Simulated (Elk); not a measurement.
# AlNi3: spin-resolved bands and density of states

Wanted: the exchange-split electronic structure of AlNi3.

Main program and level: Elk 11.2.3 (patched build); PBE; all-electron APW+lo, Dirac cores, scalar-relativistic bands.

## Step 1: The starting structure

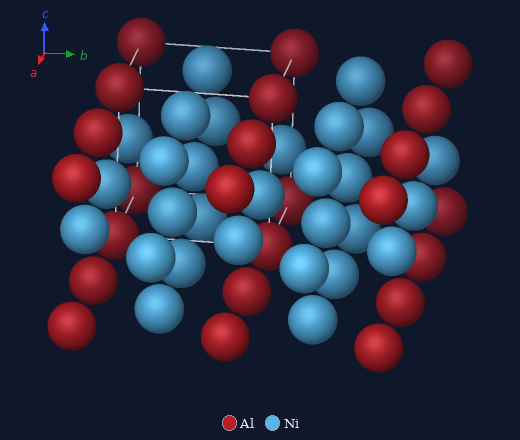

Start, viewed slightly off an axis; aluminium red, nickel blue. 3×2×1 cells are drawn. Some periodic images of atoms are drawn too.

The cell comes from a database of computed structures and need not be the stable phase.

## Step 2: The magnetic state

Bands and densities of states are read from a converged potential, so the magnetic state comes first.

This is the lowest of the starts that converged (ferro +++).

Moments are seeded by fields in the spheres (the last three columns under atoms), set against the wanted direction and reduced each loop.

elk.in

```
tasks
  0
  33
  73

xctype
  20

rgkmax
  7.0

nempty
  8

swidth
  0.001837

reducebf
  0.5

epsengy
  1e-05

maxscl
  100

lmaxi
  3

spinpol
  .true.

sppath
  './'

avec
  6.65760855553 0.00000000000 0.00000000000
  0.00000000000 6.65760855553 0.00000000000
  0.00000000000 0.00000000000 6.65760855553

atoms
  2
  'Al.in'
  1
  0.0000000000 0.0000000000 0.0000000000   0.000000 0.000000 0.000000
  'Ni.in'
  3
  0.0000000000 0.5000000000 0.5000000000   0.000000 0.000000 -0.050000
  0.5000000000 0.0000000000 0.5000000000   0.000000 0.000000 -0.050000
  0.5000000000 0.5000000000 0.0000000000   0.000000 0.000000 -0.050000

ngridk
  10 10 10

plot3d
  0 0 0
  1 0 0
  0 1 0
  0 0 1
  18 18 18
```

On the command line:

```bash
OMP_NUM_THREADS=8 elk
```

Numbers of over 12 decimals in the logs are rounded to 6 here.

The program printed:

```text
Warning(init1): few empty states an atom for a second variation :    8.000000000
 they are its basis, with spin, DFT+U, afieldc (12 by default), in Hartree-Fock and RDMFT; 30 and more for pressures
Warning(gndstate): core states of species 1 leak from the muffin-tin :   0.4846558927E-03
Warning(gndstate): core states of species 2 leak from the muffin-tin :   0.4138237099E-03

--- INFO.OUT ---
┌─────────────────────────┐
│ Elk code version 11.2.3 │
└─────────────────────────┘

All units are atomic (Hartree, Bohr, etc.)

┌─────────────────────────────────────────────────┐
│ Ground-state run starting from atomic densities │
└─────────────────────────────────────────────────┘

Lattice vectors :
   6.657608556       0.000000000       0.000000000
   0.000000000       6.657608556       0.000000000
   0.000000000       0.000000000       6.657608556

Species : 1 (Al)
 parameters loaded from : Al.in
 name : aluminium
 nuclear charge    :   -13.00000000
 electronic charge :    13.00000000
 atomic mass :    49184.33496
 muffin-tin radius :    2.200000000
 number of radial points in muffin-tin :    793
 inner part over the whole radius :   0.9821194981E-02
 number on inner part of muffin-tin    :    552
 approximate nuclear radius :   0.5839653600E-04
 number of mesh points to nuclear radius :    244
 atomic positions (lattice), magnetic fields (Cartesian) :
  1 :   0.00000000  0.00000000  0.00000000    0.00000000  0.00000000  0.00000000

Species : 2 (Ni)
 parameters loaded from : Ni.in
 name : nickel
 nuclear charge    :   -28.00000000
 electronic charge :    28.00000000
 atomic mass :    106991.5231
 muffin-tin radius :    2.328820078
 number of radial points in muffin-tin :    993
 inner part over the whole radius :   0.9875947638E-02
 number on inner part of muffin-tin    :    700
 approximate nuclear radius :   0.7325707712E-04
 number of mesh points to nuclear radius :    335
 atomic positions (lattice), magnetic fields (Cartesian) :
  1 :   0.00000000  0.50000000  0.50000000    0.00000000  0.00000000 -0.05000000
  2 :   0.50000000  0.00000000  0.50000000    0.00000000  0.00000000 -0.05000000
  3 :   0.50000000  0.50000000  0.00000000    0.00000000  0.00000000 -0.05000000

Total number of atoms per unit cell :    4
Total muffin-tin volume :    203.3171288
 ratio of muffin-tin to unit cell volume :   0.6889999626

Spin treatment :
 spin-polarised
 global magnetic field (Cartesian) :    0.000000000       0.000000000       0.000000000
 collinear magnetisation in z-direction

Number of Bravais lattice symmetries :   48
Number of crystal symmetries         :   48
Crystal has inversion symmetry
Real symmetric eigensolver will be used

k-point grid :     10    10    10
k-point offset :    0.000000000       0.000000000       0.000000000
k-point set is reduced with full crystal symmetry group
Total number of k-points :       56

Muffin-tin radius times maximum |G+k| :    7.000000000
 using average radius
Maximum |G+k| for APW functions       :    3.047963991
Maximum (1/2)|G+k|²                   :    4.645042246
Maximum |G| for potential and density :    12.00000000
Constant for pseudocharge density :    7
 order of it for each species :   14  14
 order of it for pair densities of each species (exact exchange by exxq0 0: 14) :    9  10
Radial integration step length :    1

G-vector grid sizes :     27    27    27
Number of G-vectors :     8601

Maximum angular momentum used for
 APW functions            :    8
 outer part of muffin-tin :    6
 inner part of muffin-tin :    3

Number of empty states         :     32
Total number of valence states :    122
Total number of core states    :     40

Third-order local-orbitals added for an l without core states : T
Total number of local-orbitals :     76

Exchange-correlation functional :     20     0     0
 Perdew-Burke-Ernzerhof, Phys. Rev. Lett. 77, 3865 (1996)
 gradient requirement :    1
 generalised gradient approximation (GGA)

Smearing type :    3
 Fermi-Dirac
Smearing width :   0.1837000000E-02
Effective electronic temperature (K) :    580.0787206

Mixing type :    3
 Broyden mixing, J. Phys. A: Math. Gen. 17, L317 (1984)

Kohn-Sham potential initialised from atomic data

┌──────────────────────────────┐
│ Self-consistent loop started │
└──────────────────────────────┘

┌─────────────────┐
│ Loop number : 1 │
└─────────────────┘

Energies :
 Fermi                       :     0.220050
 sum of occupied eigenvalues :     -2757.3713813881
 electron kinetic            :      4877.5453291385
 core electron kinetic       :      4340.5567120718
 Coulomb                     :     -9473.8328625071
 Coulomb potential           :     -7353.9929433277
 nuclear-nuclear             :     -838.53197100836
 electron-nuclear            :     -9948.1635642157
 Hartree                     :      1312.8626727170
 Madelung                    :     -5796.8363908432
 xc potential                :     -280.73176015407
 xc effective B-field        :    -0.75725250751298E-01
 external B-field            :      0.000000
 exchange                    :     -204.96233676713
 correlation                 :     -4.551102
 electron entropic           :    -0.13668199229477E-02
 total energy                :     -4805.8023389629
 (external B-field energy excluded from total)

Density of states at Fermi energy :    126.5397541
 (states/Hartree/unit cell)

Estimated indirect band gap :   0.2066372257E-03
 from k-point 9 to k-point 23
Estimated direct band gap   :   0.1624978827E-02
 at k-point 34

Charges :
 core                        :    40.00000000
 valence                     :    57.00000000
 interstitial                :    3.631069203
 muffin-tins (core leakage)
  species : 1 (Al)
   atom 1                    :    11.37774969     (  0.5161991732E-03)
  species : 2 (Ni)
   atom 1                    :    27.33039370     (  0.4140243280E-03)
   atom 2                    :    27.33039370     (  0.4140243280E-03)
   atom 3                    :    27.33039370     (  0.4140243280E-03)
 total in muffin-tins        :    93.36893080
 total calculated charge     :    96.99741279
 total charge                :    97.00000000
 error                       :   0.2587208193E-02

Moments :
 interstitial                :  -0.1984645357
 muffin-tins
  species : 1 (Al)
   atom 1                    :  -0.7928853316E-01
  species : 2 (Ni)
   atom 1                    :   0.9761785920
   atom 2                    :   0.9761785920
   atom 3                    :   0.9761785920
 total in muffin-tins        :    2.849247243
 total moment                :    2.650782707

[... earlier loops left out ...]

┌──────────────────┐
│ Loop number : 18 │
└──────────────────┘

Energies :
 Fermi                       :     0.308777
 sum of occupied eigenvalues :     -2746.4715099607
 electron kinetic            :      4878.8293580140
 core electron kinetic       :      4340.6292594326
 Coulomb                     :     -9474.6141610480
 Coulomb potential           :     -7353.1756349704
 nuclear-nuclear             :     -838.53197100836
 electron-nuclear            :     -9950.6277978478
 Hartree                     :      1314.5456078082
 Madelung                    :     -5798.0263435628
 xc potential                :     -272.11930976879
 xc effective B-field        :    -0.59231018128193E-02
 external B-field            :      0.000000
 exchange                    :     -205.03236131998
 correlation                 :     -4.552840
 electron entropic           :    -0.10249010060572E-02
 total energy                :     -4805.3710296622
 (external B-field energy excluded from total)

Density of states at Fermi energy :    91.24522263
 (states/Hartree/unit cell)

Estimated indirect band gap :   0.6721491023E-03
 from k-point 28 to k-point 1
Estimated direct band gap   :   0.1528666429E-02
 at k-point 31

Charges :
 core                        :    40.00000000
 valence                     :    57.00000000
 interstitial                :    3.563031270
 muffin-tins (core leakage)
  species : 1 (Al)
   atom 1                    :    11.41377795     (  0.4846558927E-03)
  species : 2 (Ni)
   atom 1                    :    27.34106359     (  0.4138237099E-03)
   atom 2                    :    27.34106359     (  0.4138237099E-03)
   atom 3                    :    27.34106359     (  0.4138237099E-03)
 total in muffin-tins        :    93.43696873
 total calculated charge     :    96.99749550
 total charge                :    97.00000000
 error                       :   0.2504495552E-02

Moments :
 interstitial                :  -0.4241460506E-01
 muffin-tins
  species : 1 (Al)
   atom 1                    :  -0.1712162183E-01
  species : 2 (Ni)
   atom 1                    :   0.2511314637
   atom 2                    :   0.2511314637
   atom 3                    :   0.2511314637
 total in muffin-tins        :   0.7362727693
 total moment                :   0.6938581642

┌──────────────────────────────┐
│ Self-consistent loop stopped │
└──────────────────────────────┘

Warning : core states of species 1 leak from the muffin-tin :   0.4846558927E-03

Warning : core states of species 2 leak from the muffin-tin :   0.4138237099E-03

Wrote STATE.OUT
```

Run time: 85 s. Hardware: 8 threads of Arm Neoverse V1, shared host; peak memory 0.78 GiB; 11 min of CPU time.

Spin moment in the muffin-tin sphere by atom:

```csv
atom,spin moment in the muffin-tin sphere (μB)
Al1,-0.017
Ni2,0.251
Ni3,0.251
Ni4,0.251
```

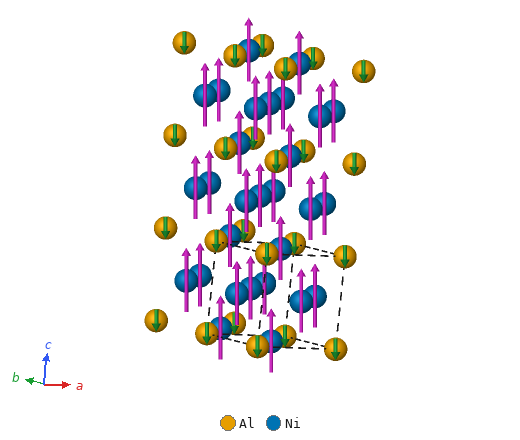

Spin moment in the muffin-tin sphere as arrows, the longest 0.251 μB. Up and down stand for the sign. Arrows give size and sign along the axis of quantisation, drawn up and down the page. Each arrow also spans its atom, so small moments look longer than they are. The two directions have two colours. 1×2×3 cells are drawn. Some periodic images of atoms are drawn too.

This step gave:

```
density of states at the Fermi level : 3.353 states/eV/cell
moment between the spheres           : -0.04242 μB
magnetization                        : 0.6939 μB
final state                          : ferromagnetic
```

## Step 3: Levels along a path and on the mesh

The potential is kept. Point names follow a standard table for this cell's lattice and can differ from other conventions. The density of states is interpolated from the levels on the mesh (so its value at the Fermi level can differ from the smeared one of the ground-state run), and the bands are solved anew along a path of special points.

elk.in

```
tasks
  10
  20
  15

xctype
  20

rgkmax
  7.0

nempty
  8

swidth
  0.001837

reducebf
  0.5

epsengy
  1e-05

maxscl
  100

lmaxi
  3

spinpol
  .true.

sppath
  './'

avec
  6.65760855553 0.00000000000 0.00000000000
  0.00000000000 6.65760855553 0.00000000000
  0.00000000000 0.00000000000 6.65760855553

atoms
  2
  'Al.in'
  1
  0.0000000000 0.0000000000 0.0000000000   0.000000 0.000000 0.000000
  'Ni.in'
  3
  0.0000000000 0.5000000000 0.5000000000   0.000000 0.000000 -0.000050
  0.5000000000 0.0000000000 0.5000000000   0.000000 0.000000 -0.000050
  0.5000000000 0.5000000000 0.0000000000   0.000000 0.000000 -0.000050

ngridk
  10 10 10

wplot
  300 60 1
  -0.35000 0.25000

plot1d
  7 84
  0.00000000 0.00000000 0.00000000
  0.00000000 0.50000000 0.00000000
  0.50000000 0.50000000 0.00000000
  0.00000000 0.00000000 0.00000000
  0.50000000 0.50000000 0.50000000
  0.00000000 0.50000000 0.00000000
  0.50000000 0.50000000 0.50000000
```

On the command line:

```bash
OMP_NUM_THREADS=8 elk
```

The program printed:

```text
┌─────────────────────────────────┐
│ Elk code version 11.2.3 started │
└─────────────────────────────────┘

Info(readinput): the functional depends on the density's gradient
 muffin-tin radial points multiplied by    2.00000
 (not where nrmtscf is given)

┌───────────────────┐
│ Current task : 10 │
└───────────────────┘
Info(checkmt): changed muffin-tin radius of species 2 (Ni) from   2.4000 to   2.3288

Info(writedos):
 Total density of states written to TDOS.OUT

 Partial density of states written to PDOS_Sss_Aaaaa.OUT
 for all species and atoms

 Spin-quantisation axis :    0.000000000       0.000000000       1.000000000

 Eigenvalues of a random matrix symmetrised with the site
 symmetries in the Yₗₘ basis written to ELMIREP.OUT for all
 species and atoms. Degenerate eigenvalues correspond to
 irreducible representations of each site symmetry group

 Interstitial density of states written to IDOS.OUT

 Fermi energy is at zero in plots

 DOS units are states/Hartree/unit cell

┌───────────────────┐
│ Current task : 20 │
└───────────────────┘

Info(bandstr):
 Band structure plot written to BAND.OUT

 Fermi energy is at zero in plot

 Vertex location lines written to BANDLINES.OUT

┌───────────────────┐
│ Current task : 15 │
└───────────────────┘

Warning(init1): few empty states an atom for a second variation :    8.000000000
 they are its basis, with spin, DFT+U, afieldc (12 by default), in Hartree-Fock and RDMFT; 30 and more for pressures

Info(writelsj):
 muffin-tin L, S and J expectation values written to LSJ.OUT

┌──────────────────┐
│ Elk code stopped │
└──────────────────┘
```

Run time: 1.9 min. Hardware: 8 threads; peak memory 0.88 GiB.

The electronic bands at the labelled points (eV, zero at the Fermi level; # counts the bands kept):

```csv
point,up #16,up #17,up #18,up #19,down #13,down #14,down #15,down #16
Γ,-0.06,0.80,0.80,0.80,0.01,0.36,0.36,0.36
X,-0.51,-0.05,5.63,5.63,-0.97,-0.97,-0.85,-0.33
M,-0.98,-0.60,0.88,0.88,-1.18,-1.14,-0.81,-0.61
Γ,-0.06,0.80,0.80,0.80,0.01,0.36,0.36,0.36
R,-0.32,-0.24,-0.24,-0.24,-1.20,-0.91,-0.91,-0.33
X,-0.51,-0.05,5.63,5.63,-0.97,-0.97,-0.85,-0.33
R,-0.32,-0.24,-0.24,-0.24,-1.20,-0.91,-0.91,-0.33
```

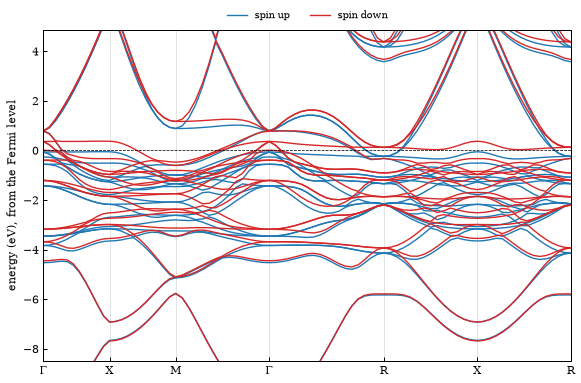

Electronic bands along the path; the two colours are the two spins.

The density of states has structure finer than the step of the table below, so its rows give means over 1 eV, whole bins alone (the curve runs from -9.52 to 6.75 eV). Peaks (eV: height): up -3.4: 5.64, -2.2: 5.76, -1.1: 7.50; down -3.2: 4.68, -2.7: 4.55, -1.9: 5.93, -0.9: 7.62; Al1 p up -4.0: 0.0795, -3.2: 0.180, 1.4: 0.0803, 5.2: 0.0612; Al1 p down -3.9: 0.0806, -3.0: 0.233, -2.5: 0.0991, 1.6: 0.0835; Ni2 d up -3.4: 1.40, -2.2: 1.68, -1.2: 2.33.

Table of density of states by energy, zero at the Fermi level; means over each step; values in states/eV/cell:

```csv
energy (eV),up,down,Al1 p up,Al1 p down,Ni2 d up,Ni2 d down
-9,0.168,0.170,0.00290,0.00298,7.7e-4,7.6e-4
-8,0.279,0.280,0.00661,0.00662,0.00313,0.00305
-7,0.318,0.315,0.00930,0.00927,0.00921,0.00871
-6,0.423,0.414,0.0231,0.0228,0.0275,0.0254
-5,0.765,0.699,0.0566,0.0557,0.0839,0.0673
-4,1.33,1.18,0.0577,0.0610,0.268,0.220
-3,3.88,3.38,0.108,0.109,1.01,0.850
-2,3.19,3.35,0.0357,0.0407,0.922,0.946
-1,5.15,4.87,0.0132,0.0158,1.59,1.49
0,1.52,2.30,0.0155,0.0138,0.425,0.671
1,0.708,0.584,0.0509,0.0367,0.144,0.132
2,0.614,0.731,0.0580,0.0631,0.0926,0.127
3,0.400,0.434,0.0440,0.0460,0.0466,0.0562
4,0.355,0.326,0.0279,0.0285,0.0415,0.0395
5,0.649,0.653,0.0476,0.0472,0.0670,0.0728
6,0.570,0.589,0.0403,0.0419,0.0496,0.0542
```

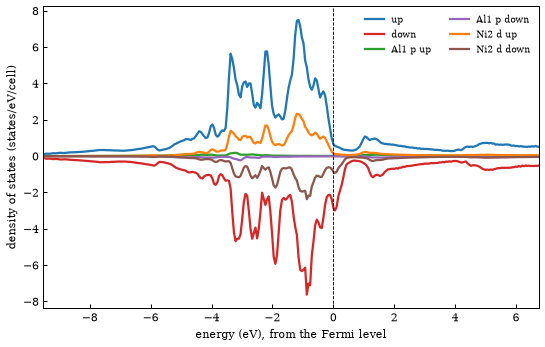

Density of states against energy. Down spins are drawn negative.

## Step 4: Results

```json
{"state": "ferromagnetic", "largest moment": "0.251 μB"}
```

What this shows: Right at the Fermi level (the table gives means over its steps) the density of states is 0.67 states/eV a cell for spin up and 2.8 for spin down. Within the window shown, the centres of the Ni2 d states of the two spins lie 0.25 eV apart, a rough measure of the splitting of the spins. The state is the lowest of the starts that converged. These are Kohn–Sham levels without spin–orbit coupling.

[Logs and program files are shortened in this print: banners, set-up blocks, solver, clock and traceback lines can be left out without a mark of their own.]

[Logs are printed without paths, hosts, clocks, repeated set-up lines and the standing remarks that a program may print on its own settings, such as how far it seeks lower states.]

[Hosts, paths, dates, database ids (printed as entryN), source tags and the programs' standing remarks are cut or masked in the printed files.]

[Where a cell is said to come from a database of computed structures, the database is the Materials Project.]
